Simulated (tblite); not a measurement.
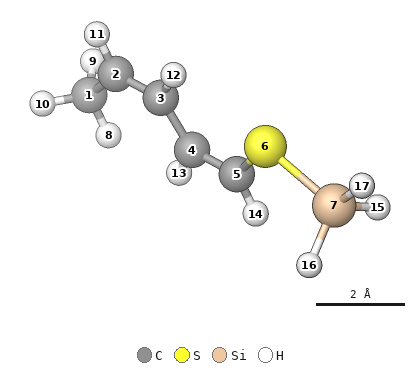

Fig. 1: The structure as given in the input (ball-and-stick view, seen at a tilt; atoms are numbered from 1 in the order of the input). Bond lengths as drawn: C–C 1.35 to 1.49 Å, C–H 1.08 to 1.10 Å, C–S 1.74 Å, H–Si 1.48 to 1.49 Å and S–Si 2.15 Å.

**Run report: C5H10SSi, geometry relaxation**

The run: geometry relaxation of C5H10SSi. Method and program: GFN2-xTB geometry optimisation, gas phase (tblite 0.8.0).

It belongs to a series of runs on one base structure; here: constitutional isomer.

### Output
```
step      E/eV     max force
  0    -564.62380    1.253
  1    -564.67094    0.887
  2    -564.69194    0.362
  3    -564.70066    0.244
  4    -564.70662    0.209
  5    -564.71332    0.221
  6    -564.71917    0.207
  7    -564.72405    0.276
  8    -564.72810    0.234
  9    -564.73138    0.135
 10    -564.73392    0.138
 11    -564.73630    0.140
 12    -564.73891    0.170
 13    -564.74163    0.149
 14    -564.74366    0.093
 15    -564.74480    0.080
 16    -564.74568    0.096
 17    -564.74674    0.093
 18    -564.74779    0.072
 19    -564.74853    0.051
 20    -564.74896    0.042
 21    -564.74938    0.055
 22    -564.74995    0.061
 23    -564.75057    0.054
 24    -564.75098    0.035
 25    -564.75118    0.032
 26    -564.75131    0.031
 27    -564.75145    0.031
 28    -564.75158    0.022
 29    -564.75166    0.018
 30    -564.75171    0.017
 31    -564.75174    0.014
 32    -564.75176    0.008
```

### Trajectory as extended XYZ (Å, eV, eV/Å), 13 of the 33 frames kept, from step=0 to step=32
```
17
Properties=species:S:1:pos:R:3:forces:R:3 step=0 energy=-564.62380
C    -3.3904    0.2412   -0.4334   -0.2940   0.1810   0.2270
C    -2.2086    0.1807   -1.3371    1.1500  -0.1020   0.4880
C    -0.8942    0.1250   -0.9923   -1.0690   0.1160  -0.4410
C    -0.3542    0.1402    0.3351   -0.1950  -0.0750   0.6590
C     0.9420    0.0839    0.6997   -0.8330   0.0730   0.1770
S     2.2640    0.0073   -0.4218    0.4850  -0.0280  -0.4950
Si    4.0409   -0.0383    0.7924    0.4390   0.0770   0.6460
H    -3.1462    0.2599    0.6352    0.1010  -0.0460  -0.3630
H    -4.0407   -0.6228   -0.6162    0.0890   0.1700   0.0050
H    -3.9761    1.1492   -0.6486    0.1340  -0.2880   0.0010
H    -2.4437    0.1629   -2.3928   -0.0540   0.0100   0.0230
H    -0.1912    0.0791   -1.8140    0.1690  -0.0080   0.1600
H    -1.0744    0.1803    1.1706    0.3650   0.0010  -0.5140
H     1.1734    0.0969    1.7540    0.2580  -0.0130  -0.0660
H     3.9751   -1.2221    1.6846   -0.0510   0.3050  -0.2840
H     4.0763    1.1848    1.6463   -0.0830  -0.4080  -0.3520
H     5.2411   -0.1056   -0.0715   -0.6110   0.0330   0.1300
17
Properties=species:S:1:pos:R:3:forces:R:3 step=3 energy=-564.70066
C    -3.3927    0.2444   -0.4306    0.0540  -0.0150  -0.0230
C    -2.1996    0.1782   -1.3279    0.0820  -0.0110   0.0350
C    -0.9031    0.1288   -0.9940   -0.0940   0.0150  -0.0560
C    -0.3660    0.1365    0.3413    0.1120  -0.0290   0.0340
C     0.9235    0.0863    0.7017    0.0950   0.0030  -0.1560
S     2.2811    0.0066   -0.4344    0.0500   0.0070   0.1180
Si    4.0543   -0.0358    0.8161   -0.1280  -0.0220   0.0040
H    -3.1403    0.2580    0.6244    0.1040  -0.0140   0.0120
H    -4.0370   -0.6158   -0.6166   -0.0060   0.0080  -0.0190
H    -3.9723    1.1408   -0.6504   -0.0090   0.0110  -0.0470
H    -2.4446    0.1634   -2.3847   -0.0200   0.0060   0.0680
H    -0.1842    0.0789   -1.8032    0.0950   0.0040   0.1490
H    -1.0695    0.1810    1.1589   -0.1350   0.0130   0.0340
H     1.1867    0.0962    1.7499    0.1390  -0.0080  -0.1170
H     3.9722   -1.2111    1.6739   -0.0510  -0.0440   0.0140
H     4.0721    1.1703    1.6328   -0.0510   0.0610   0.0060
H     5.2124   -0.1040   -0.0672   -0.2370   0.0160  -0.0560
17
Properties=species:S:1:pos:R:3:forces:R:3 step=5 energy=-564.71332
C    -3.3885    0.2440   -0.4316   -0.0450   0.0200   0.0580
C    -2.1988    0.1768   -1.3246    0.1170   0.0060  -0.0140
C    -0.9039    0.1308   -0.9923    0.0080  -0.0290   0.0140
C    -0.3666    0.1332    0.3411    0.1230   0.0230   0.1820
C     0.9273    0.0873    0.6926   -0.0170  -0.0080  -0.0230
S     2.2908    0.0069   -0.4309   -0.0570   0.0080  -0.0390
Si    4.0487   -0.0364    0.8257   -0.2020  -0.0100  -0.0400
H    -3.1301    0.2563    0.6216    0.0500   0.0010   0.0310
H    -4.0358   -0.6125   -0.6182   -0.0110  -0.0410  -0.0070
H    -3.9714    1.1387   -0.6547    0.0250   0.0130  -0.0100
H    -2.4463    0.1642   -2.3760   -0.0270   0.0010  -0.1030
H    -0.1739    0.0791   -1.7882    0.0760   0.0090   0.0240
H    -1.0779    0.1822    1.1577    0.0350  -0.0080  -0.0340
H     1.2026    0.0954    1.7385    0.0650  -0.0030  -0.1050
H     3.9670   -1.2110    1.6715   -0.0530  -0.1520   0.1190
H     4.0664    1.1700    1.6286   -0.0440   0.1680   0.1090
H     5.1833   -0.1022   -0.0707   -0.0440   0.0020  -0.1610
17
Properties=species:S:1:pos:R:3:forces:R:3 step=8 energy=-564.72810
C    -3.3845    0.2439   -0.4291    0.0580  -0.0180  -0.0300
C    -2.1907    0.1761   -1.3236   -0.0240   0.0040  -0.0400
C    -0.8982    0.1297   -0.9846    0.0620  -0.0220   0.0000
C    -0.3616    0.1322    0.3513   -0.0820   0.0320  -0.0630
C     0.9343    0.0873    0.6816    0.0060  -0.0110   0.0740
S     2.2931    0.0082   -0.4375   -0.1240   0.0010  -0.1980
Si    4.0237   -0.0374    0.8377    0.0380   0.0130   0.0430
H    -3.1128    0.2545    0.6217   -0.0510   0.0150  -0.0010
H    -4.0341   -0.6123   -0.6199    0.0440  -0.0050   0.0390
H    -3.9665    1.1380   -0.6603    0.0530   0.0020   0.0520
H    -2.4494    0.1652   -2.3751    0.0730  -0.0020  -0.0300
H    -0.1524    0.0805   -1.7666    0.0000   0.0050  -0.0370
H    -1.0833    0.1826    1.1562    0.1090  -0.0140   0.0810
H     1.2315    0.0941    1.7162    0.0280   0.0050   0.1040
H     3.9533   -1.2258    1.6808   -0.0540   0.0220   0.0260
H     4.0529    1.1854    1.6341   -0.0580  -0.0290   0.0200
H     5.1377   -0.0995   -0.0928   -0.0790   0.0000  -0.0420
17
Properties=species:S:1:pos:R:3:forces:R:3 step=11 energy=-564.73630
C    -3.3764    0.2423   -0.4303    0.0280   0.0020  -0.0090
C    -2.1842    0.1759   -1.3276    0.0390  -0.0170   0.0110
C    -0.8919    0.1269   -0.9832   -0.0260   0.0290  -0.0160
C    -0.3610    0.1352    0.3543    0.0410  -0.0240   0.0180
C     0.9365    0.0861    0.6827    0.0260   0.0070  -0.0160
S     2.2795    0.0090   -0.4598    0.0320  -0.0030   0.1240
Si    4.0096   -0.0369    0.8434   -0.0840  -0.0060  -0.1040
H    -3.1100    0.2556    0.6220    0.0040   0.0000  -0.0110
H    -4.0275   -0.6138   -0.6160    0.0420   0.0010   0.0110
H    -3.9569    1.1382   -0.6563    0.0300   0.0020   0.0160
H    -2.4410    0.1654   -2.3803    0.0730  -0.0050   0.0060
H    -0.1415    0.0817   -1.7616   -0.0170  -0.0050  -0.0250
H    -1.0726    0.1811    1.1666    0.0240   0.0010   0.0630
H     1.2482    0.0941    1.7162   -0.0310   0.0030  -0.0100
H     3.9386   -1.2302    1.6896   -0.0560   0.1180  -0.0490
H     4.0377    1.1904    1.6408   -0.0670  -0.1030  -0.0320
H     5.1061   -0.0983   -0.1103   -0.0580  -0.0010   0.0240
17
Properties=species:S:1:pos:R:3:forces:R:3 step=13 energy=-564.74163
C    -3.3671    0.2412   -0.4324   -0.0370   0.0200   0.0440
C    -2.1779    0.1742   -1.3300    0.0700  -0.0040   0.0360
C    -0.8874    0.1274   -0.9829    0.0290   0.0200   0.0610
C    -0.3587    0.1354    0.3569    0.0360  -0.0250   0.0970
C     0.9395    0.0858    0.6833    0.0030   0.0120   0.0040
S     2.2717    0.0092   -0.4676    0.0430  -0.0050   0.1130
Si    3.9933   -0.0367    0.8394   -0.1110   0.0020  -0.0990
H    -3.1081    0.2565    0.6208    0.0780  -0.0120   0.0180
H    -4.0181   -0.6145   -0.6118    0.0040  -0.0230  -0.0310
H    -3.9464    1.1384   -0.6516   -0.0020   0.0190  -0.0370
H    -2.4271    0.1650   -2.3832    0.0230  -0.0080  -0.0240
H    -0.1354    0.0821   -1.7604   -0.0180  -0.0030   0.0000
H    -1.0611    0.1800    1.1805    0.0120   0.0020  -0.0500
H     1.2578    0.0944    1.7169   -0.0660   0.0010  -0.0750
H     3.9221   -1.2214    1.6910   -0.0580   0.0430  -0.0210
H     4.0195    1.1830    1.6420   -0.0610  -0.0330  -0.0100
H     5.0764   -0.0975   -0.1207    0.0540  -0.0060  -0.0280
17
Properties=species:S:1:pos:R:3:forces:R:3 step=16 energy=-564.74568
C    -3.3617    0.2415   -0.4313    0.0170  -0.0010   0.0000
C    -2.1697    0.1733   -1.3286   -0.0160   0.0140   0.0210
C    -0.8809    0.1290   -0.9770    0.0030  -0.0090   0.0150
C    -0.3550    0.1337    0.3636   -0.0140   0.0030  -0.0160
C     0.9425    0.0867    0.6842   -0.0030   0.0020   0.0110
S     2.2672    0.0089   -0.4679   -0.0440  -0.0020  -0.0850
Si    3.9760   -0.0362    0.8293    0.0700   0.0030   0.0040
H    -3.0988    0.2559    0.6216    0.0540  -0.0080  -0.0040
H    -4.0107   -0.6165   -0.6117    0.0080   0.0120  -0.0200
H    -3.9391    1.1402   -0.6517    0.0000  -0.0090  -0.0250
H    -2.4140    0.1640   -2.3850    0.0190  -0.0050   0.0470
H    -0.1324    0.0823   -1.7583    0.0100   0.0020   0.0400
H    -1.0536    0.1794    1.1874   -0.0450   0.0010  -0.0100
H     1.2594    0.0948    1.7142   -0.0080   0.0000   0.0500
H     3.9038   -1.2115    1.6900   -0.0510  -0.0130  -0.0100
H     3.9999    1.1749    1.6419   -0.0490   0.0150  -0.0080
H     5.0600   -0.0975   -0.1306    0.0480  -0.0040  -0.0100
17
Properties=species:S:1:pos:R:3:forces:R:3 step=19 energy=-564.74853
C    -3.3563    0.2421   -0.4294    0.0300  -0.0070  -0.0240
C    -2.1636    0.1746   -1.3235   -0.0080  -0.0040  -0.0200
C    -0.8762    0.1290   -0.9698   -0.0200  -0.0080  -0.0280
C    -0.3536    0.1328    0.3696   -0.0130   0.0170  -0.0070
C     0.9441    0.0876    0.6872   -0.0010  -0.0090   0.0100
S     2.2584    0.0083   -0.4781   -0.0010   0.0020   0.0050
Si    3.9715   -0.0354    0.8195    0.0150  -0.0050  -0.0080
H    -3.0825    0.2541    0.6215   -0.0350   0.0080  -0.0250
H    -4.0039   -0.6164   -0.6153    0.0160   0.0220   0.0210
H    -3.9337    1.1400   -0.6562    0.0140  -0.0220   0.0320
H    -2.4016    0.1622   -2.3800   -0.0090   0.0040   0.0030
H    -0.1285    0.0827   -1.7503    0.0380  -0.0020   0.0190
H    -1.0554    0.1791    1.1893   -0.0390   0.0000   0.0330
H     1.2580    0.0951    1.7183    0.0420  -0.0010   0.0260
H     3.8811   -1.2063    1.6869   -0.0230  -0.0090  -0.0370
H     3.9764    1.1718    1.6400   -0.0210   0.0140  -0.0350
H     5.0588   -0.0985   -0.1397    0.0150   0.0010   0.0340
17
Properties=species:S:1:pos:R:3:forces:R:3 step=21 energy=-564.74938
C    -3.3526    0.2419   -0.4302   -0.0060   0.0020   0.0020
C    -2.1620    0.1747   -1.3235    0.0310  -0.0090  -0.0230
C    -0.8753    0.1284   -0.9690    0.0260   0.0010   0.0150
C    -0.3543    0.1336    0.3715   -0.0050   0.0050   0.0380
C     0.9441    0.0873    0.6889   -0.0160  -0.0030   0.0170
S     2.2555    0.0084   -0.4816    0.0040   0.0030   0.0460
Si    3.9706   -0.0354    0.8166   -0.0400   0.0020  -0.0130
H    -3.0797    0.2540    0.6199   -0.0210   0.0060   0.0090
H    -4.0007   -0.6151   -0.6149   -0.0050  -0.0160   0.0100
H    -3.9309    1.1385   -0.6553    0.0000   0.0110   0.0190
H    -2.3984    0.1620   -2.3787   -0.0240   0.0040  -0.0490
H    -0.1243    0.0827   -1.7463    0.0250  -0.0040   0.0070
H    -1.0580    0.1789    1.1919    0.0020   0.0000  -0.0070
H     1.2612    0.0951    1.7208    0.0210  -0.0010  -0.0300
H     3.8722   -1.2055    1.6836   -0.0120  -0.0170  -0.0320
H     3.9674    1.1718    1.6371   -0.0100   0.0150  -0.0350
H     5.0582   -0.0986   -0.1406    0.0310   0.0000   0.0250
17
Properties=species:S:1:pos:R:3:forces:R:3 step=24 energy=-564.75098
C    -3.3464    0.2415   -0.4320   -0.0220   0.0030   0.0160
C    -2.1559    0.1740   -1.3265    0.0060   0.0000   0.0050
C    -0.8707    0.1277   -0.9659    0.0160   0.0140   0.0170
C    -0.3566    0.1357    0.3786    0.0030  -0.0210   0.0060
C     0.9422    0.0864    0.6946   -0.0040   0.0100   0.0010
S     2.2493    0.0087   -0.4822   -0.0250   0.0010  -0.0090
Si    3.9658   -0.0352    0.8092   -0.0210   0.0040   0.0100
H    -3.0772    0.2547    0.6185    0.0140  -0.0040   0.0260
H    -3.9956   -0.6149   -0.6131   -0.0090  -0.0290  -0.0110
H    -3.9262    1.1378   -0.6516   -0.0050   0.0290  -0.0190
H    -2.3958    0.1619   -2.3819    0.0130  -0.0010  -0.0140
H    -0.1127    0.0821   -1.7369    0.0000  -0.0040   0.0060
H    -1.0645    0.1789    1.1959    0.0300   0.0050  -0.0120
H     1.2694    0.0949    1.7231   -0.0120  -0.0020  -0.0150
H     3.8539   -1.2072    1.6714    0.0070  -0.0170  -0.0160
H     3.9494    1.1747    1.6253    0.0100   0.0110  -0.0210
H     5.0645   -0.0990   -0.1365    0.0000   0.0020   0.0290
17
Properties=species:S:1:pos:R:3:forces:R:3 step=27 energy=-564.75145
C    -3.3468    0.2416   -0.4312    0.0090  -0.0020  -0.0080
C    -2.1544    0.1739   -1.3264   -0.0140   0.0040   0.0100
C    -0.8692    0.1288   -0.9641   -0.0210  -0.0060  -0.0100
C    -0.3567    0.1342    0.3803    0.0010   0.0030  -0.0120
C     0.9418    0.0871    0.6957    0.0080  -0.0010  -0.0100
S     2.2456    0.0089   -0.4834    0.0060   0.0010  -0.0190
Si    3.9624   -0.0350    0.8080   -0.0100  -0.0040  -0.0010
H    -3.0756    0.2545    0.6201   -0.0080  -0.0020  -0.0170
H    -3.9949   -0.6171   -0.6137    0.0100   0.0170   0.0020
H    -3.9252    1.1398   -0.6525    0.0090  -0.0160  -0.0020
H    -2.3934    0.1618   -2.3831    0.0180   0.0010   0.0250
H    -0.1101    0.0815   -1.7340   -0.0050   0.0010   0.0040
H    -1.0636    0.1795    1.1965   -0.0010   0.0010   0.0210
H     1.2699    0.0946    1.7229   -0.0040  -0.0010   0.0130
H     3.8505   -1.2095    1.6667    0.0040  -0.0100  -0.0080
H     3.9464    1.1769    1.6202    0.0060   0.0120  -0.0080
H     5.0664   -0.0989   -0.1319   -0.0080   0.0020   0.0210
17
Properties=species:S:1:pos:R:3:forces:R:3 step=29 energy=-564.75166
C    -3.3465    0.2415   -0.4312    0.0090   0.0000  -0.0070
C    -2.1543    0.1741   -1.3257    0.0060   0.0010   0.0030
C    -0.8693    0.1291   -0.9634   -0.0010  -0.0130   0.0080
C    -0.3568    0.1335    0.3808    0.0010   0.0150   0.0100
C     0.9419    0.0875    0.6957    0.0030  -0.0060  -0.0060
S     2.2436    0.0091   -0.4859    0.0150   0.0010  -0.0030
Si    3.9593   -0.0351    0.8074   -0.0100  -0.0010  -0.0030
H    -3.0751    0.2542    0.6199   -0.0080   0.0000  -0.0120
H    -3.9937   -0.6173   -0.6139    0.0010   0.0140   0.0010
H    -3.9239    1.1400   -0.6531    0.0000  -0.0150   0.0010
H    -2.3906    0.1618   -2.3824    0.0000   0.0020   0.0070
H    -0.1087    0.0813   -1.7319   -0.0130   0.0030  -0.0030
H    -1.0626    0.1799    1.1983   -0.0010  -0.0020   0.0110
H     1.2702    0.0944    1.7235   -0.0040   0.0000  -0.0060
H     3.8485   -1.2117    1.6631   -0.0010  -0.0050  -0.0010
H     3.9448    1.1791    1.6164    0.0000   0.0060  -0.0020
H     5.0663   -0.0986   -0.1276    0.0030   0.0010   0.0030
17
Properties=species:S:1:pos:R:3:forces:R:3 step=32 energy=-564.75176
C    -3.3457    0.2415   -0.4317   -0.0040   0.0000   0.0010
C    -2.1536    0.1742   -1.3252    0.0020  -0.0020   0.0000
C    -0.8692    0.1283   -0.9623    0.0040   0.0010   0.0050
C    -0.3568    0.1344    0.3819    0.0020   0.0000   0.0040
C     0.9422    0.0871    0.6953    0.0020  -0.0010  -0.0010
S     2.2437    0.0093   -0.4871   -0.0010   0.0000   0.0000
Si    3.9577   -0.0351    0.8071    0.0060   0.0010   0.0040
H    -3.0755    0.2541    0.6192    0.0000   0.0010   0.0050
H    -3.9934   -0.6165   -0.6141   -0.0050  -0.0030  -0.0050
H    -3.9236    1.1391   -0.6534   -0.0050   0.0040  -0.0040
H    -2.3894    0.1620   -2.3818   -0.0010   0.0010  -0.0040
H    -0.1093    0.0814   -1.7313   -0.0040   0.0000  -0.0020
H    -1.0623    0.1800    1.2000    0.0050   0.0000   0.0030
H     1.2700    0.0943    1.7231    0.0040   0.0000  -0.0050
H     3.8474   -1.2130    1.6614   -0.0030   0.0010   0.0000
H     3.9440    1.1804    1.6145   -0.0030  -0.0010  -0.0010
H     5.0668   -0.0984   -0.1255    0.0020   0.0000   0.0000
```

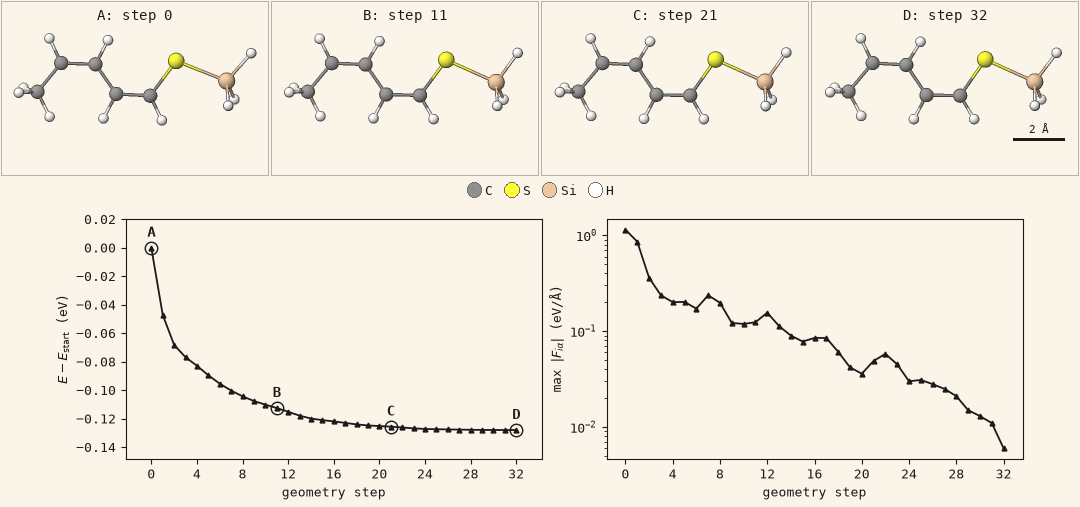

Fig. 2: Frames of the relaxation (ball-and-stick view, seen on its broad side) above the curves, on which the letters mark them (steps are counted from 0).

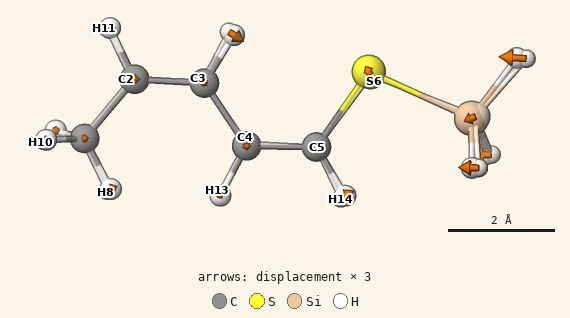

Fig. 3: Start (faint) and end (solid) with the displacements as orange arrows, magnified 3 times (ball-and-stick view, seen on its broad side). The two geometries are laid on each other by the best rigid fit. Over 32 geometry steps the energy falls by 0.128 eV. Largest force component: 1.1 eV/Å at the start, 0.006 eV/Å at the end. The atom that moves furthest after the best rigid fit is H17 (0.18 Å). Largest moves by element: H 0.18 Å, Si 0.08 Å, S 0.07 Å, C 0.06 Å. Distances before and after: Si7–H16 1.492 → 1.459 Å, Si7–H17 1.480 → 1.450 Å, C5–S6 1.735 → 1.760 Å, Si7–H15 1.484 → 1.459 Å. Among the angles that change: S6–Si7–H17 109.9° → 102.9°, C5–S6–Si7 105.4° → 100.7°, C3–C4–C5 127.8° → 124.4°. (Atoms are counted from 1 in the order of the input.)

This output came from the following input.

### The input
```
{"job": {"kind": "relax", "xc": "GFN2-xTB", "basis": "xTB"}, "charge": 0, "multiplicity": 1}
C     -3.390400     0.241200    -0.433400
C     -2.208600     0.180700    -1.337100
C     -0.894200     0.125000    -0.992300
C     -0.354200     0.140200     0.335100
C      0.942000     0.083900     0.699700
S      2.264000     0.007300    -0.421800
Si     4.040900    -0.038300     0.792400
H     -3.146200     0.259900     0.635200
H     -4.040700    -0.622800    -0.616200
H     -3.976100     1.149200    -0.648600
H     -2.443700     0.162900    -2.392800
H     -0.191200     0.079100    -1.814000
H     -1.074400     0.180300     1.170600
H      1.173400     0.096900     1.754000
H      3.975100    -1.222100     1.684600
H      4.076300     1.184800     1.646300
H      5.241100    -0.105600    -0.071500
```

The first line tells a small driver script what to run in tblite; the rest is the geometry in Å.

Launch command:
```bash
OMP_NUM_THREADS=1 python <driver script> task.json out
```

### Results in brief

- outcome: converged
- total energy: −564.7518 eV
- hardware: 1 CPU thread, shared host
- wall time: 0.79 s
- peak memory: 0.18 GiB
